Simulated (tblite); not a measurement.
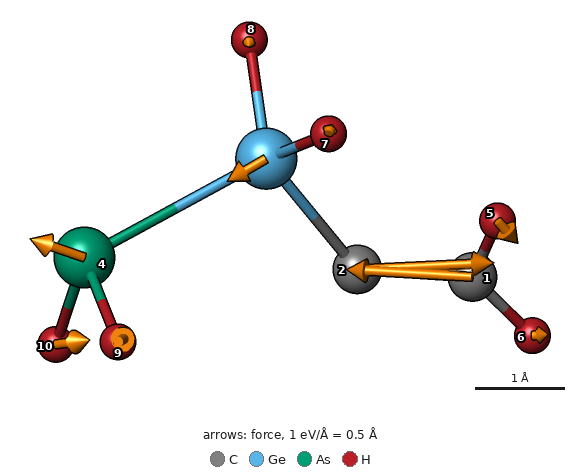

Starting geometry of C2H6AsGe (multiplicity 2) with the computed forces as orange arrows. The picture is a ball-and-stick view, seen at a tilt.

Computed with GFN2-xTB geometry optimisation, gas phase (tblite). 

Q: What follows when this structure is relaxed?

A: It isn't relaxed: the largest force vector, on a C atom, is 3.23 eV/Å. The final displacements follow the starting forces only in part (cosine between the two patterns 0.32). Over 147 geometry steps the energy falls by 25.5 kcal/mol. The largest move after the best rigid fit is that of an H atom, 2.26 Å. Largest moves by element: H 2.26 Å, C 1.13 Å, Ge 0.35 Å, As 0.17 Å. Some distances before and after: As–H 1.583 → 1.503 Å, C–C 1.361 → 1.297 Å, C–Ge 1.936 → 1.901 Å, Ge–H 1.539 → 1.515 Å. Bond angles that change, for instance: C–C–Ge 112.9° → 143.2°, Ge–As–H 107.3° → 91.0°, H–As–H 104.3° → 89.3°. Groups turn about C–Ge by about 135°, As–Ge by about 25°. Cost: 0.61 s on 1 thread of Arm Neoverse V1 (shared host).
